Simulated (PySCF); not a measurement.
BrH3Te, SMILES `Br.[TeH2]`.

Method: PBE/def2-SVPD; geometry: GFN2-xTB; program: PySCF. Core potentials replace the inner electrons of Te; spin–orbit coupling isn't included. GFN2-xTB bond lengths at metals and heavier atoms can be off by up to 0.1 Å and shapes distorted, which carries into these values.

Geometry (Å), atoms numbered from 1:

```
Br1      2.2075   -0.0175   -0.0263
H2       1.9530    0.7287    1.1303
Te3     -1.4444   -0.0388    0.0048
H4      -1.1042    1.4371   -0.6331
H5      -3.0005    0.4644    0.1719
```

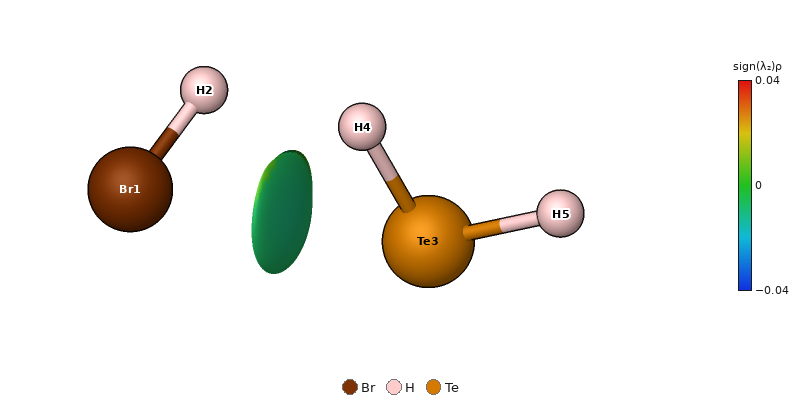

Non-covalent interaction surfaces between the fragments (reduced density gradient s = 0.5, coloured by sign(λ₂)ρ in a.u.; trimmed to the region between the fragments where ρ is under 0.06 a.u.). Fragment A: HBr (atoms 1–2); fragment B: TeH2.

Which interactions hold the two fragments together?

Answer. Bond critical points between the fragments: Br1···Te3, 3.65 Å, ρ = 0.010 a.u. It is weak and appears green (van der Waals range). The pose is a local one from a semi-empirical search, not shown to be the most stable.

How strongly are they bound?

Answer. The counterpoise-corrected interaction energy of the frozen fragments is −0.6 kcal/mol without dispersion correction and −1.7 kcal/mol with D3(BJ). The pair geometry is semi-empirical, not a minimum at this level.

Run time: 26 s on 1 thread of Arm Neoverse V1, on a shared host, peak memory 0.4 GiB.
